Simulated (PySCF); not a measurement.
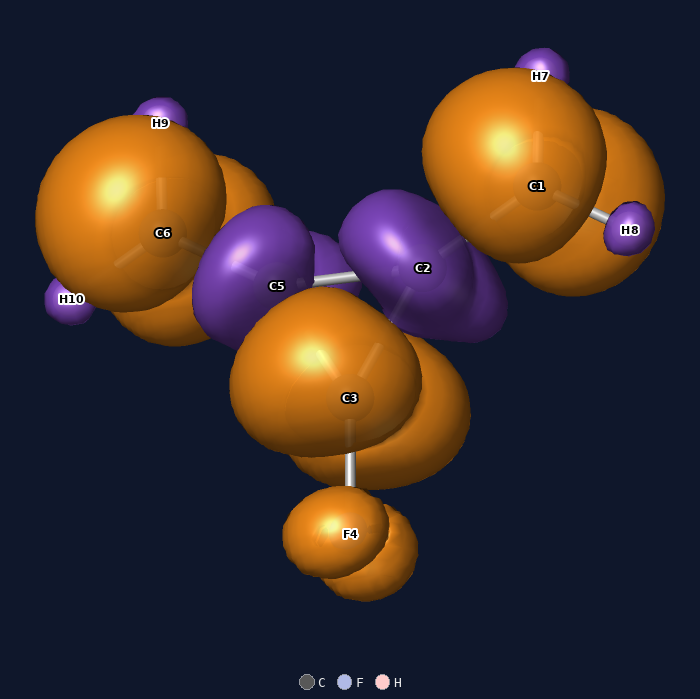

C5H4F (SMILES [CH2]C1=C(F)C1=C) (doublet). Isosurfaces of the spin density at +0.015 (orange) and −0.015 e/Å³ (purple), seen at a tilt.

Geometry: GFN2-xTB.

The calculation used PySCF, UKS B3LYP, pcH-1 on C F H, non-relativistic, mean-field spin-orbit, GIAO.

```yaml
atoms:
  - { symbol: C, position_ang: [-1.9148, -0.4617, 0.0583] }
  - { symbol: C, position_ang: [-0.7331, 0.1567, 0.0086] }
  - { symbol: C, position_ang: [0.0393, 1.3098, -0.0562] }
  - { symbol: F, position_ang: [0.0750, 2.6286, -0.1109] }
  - { symbol: C, position_ang: [0.7440, 0.1128, -0.0222] }
  - { symbol: C, position_ang: [1.8869, -0.5764, -0.0201] }
  - { symbol: H, position_ang: [-1.9791, -1.5339, 0.1050] }
  - { symbol: H, position_ang: [-2.8347, 0.0971, 0.0538] }
  - { symbol: H, position_ang: [1.8859, -1.6506, 0.0248] }
  - { symbol: H, position_ang: [2.8394, -0.0776, -0.0635] }
```

Which atoms carry the spin?

Answer. The unpaired spin (1 electron) lies mostly on C3 (about 0.3), C1 (about 0.3) and C6 (about 0.3), in electrons by Hirshfeld's partition.
